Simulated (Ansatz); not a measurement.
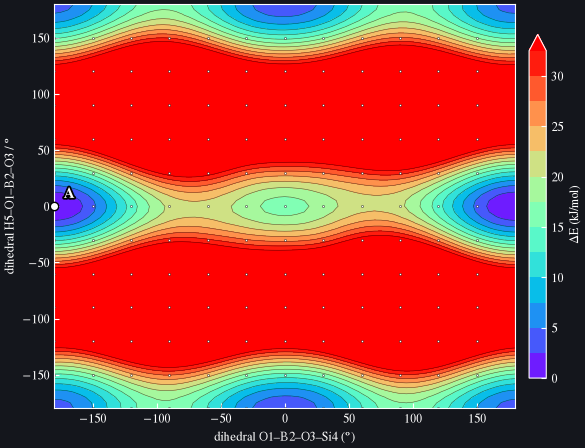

BH₅O₂Si, SMILES OBO[SiH3]. Coordinates scanned: (1) dihedral O1–B2–O3–Si4; (2) dihedral H5–O1–B2–O3. Nothing is relaxed (all other coordinates rigid). The grid has 12 × 12 points. All energies are given in kJ/mol relative to the lowest grid point. Method: RKS CAM-B3LYP-D4/def2-SVP in Ansatz.

In the figure: filled contours, dots at the grid points, one colour for all values above the top of the scale, the well A. Between grid points the surface is interpolated.

### Where is the minimum, and how stiff is the well along each coordinate? Take the well at A.

The interpolated minimum is at dihedral O1–B2–O3–Si4 ≈ −180°, dihedral H5–O1–B2–O3 ≈ 0°. The curvatures there are about 0.36 eV/rad² and 1 eV/rad², with a cross term of about 0 eV/rad². Round the minimum the two coordinates are nearly uncoupled. (1 eV is 96.5 kJ/mol.)
